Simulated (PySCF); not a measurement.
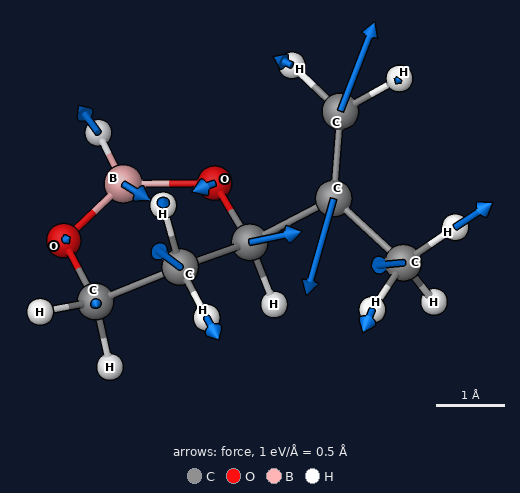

Starting geometry of C$_{6}$H$_{11}$BO$_{2}$ with the computed forces as blue arrows. The picture is a ball-and-stick view, seen at a tilt.

The start comes from GFN2-xTB. Its atoms were then displaced at random by about 0.01 Å.

Theory: PBE0-D3(BJ)/def2-SVP geometry optimisation, gas phase in PySCF 2.14.0, density-fitted response routines. 

### Is this structure relaxed? If not, where do the atoms go?

It isn't relaxed: the largest force vector, on a C atom, is 3.07 eV/Å. The final displacements have little in common with the starting forces (cosine between the two patterns 0.05). After 8 geometry steps the energy has fallen by 6.28 kcal/mol. An H atom moves most after the best rigid fit: 0.50 Å. By element the largest moves are H 0.50 Å, C 0.31 Å, O 0.23 Å, B 0.20 Å. Among the contacts that change: B–H 1.156 → 1.205 Å, C–C 1.552 → 1.510 Å, C–C 1.293 → 1.335 Å, C–H 1.057 → 1.098 Å. Bond angles that change, for instance: H–C–H 114.6° → 118.3°, C–C–C 109.3° → 112.9°, H–C–H 111.0° → 107.4°. Groups turn about C–C by about 20°. The run took 4.2 min on 1 thread of Arm Neoverse N1 (shared host).
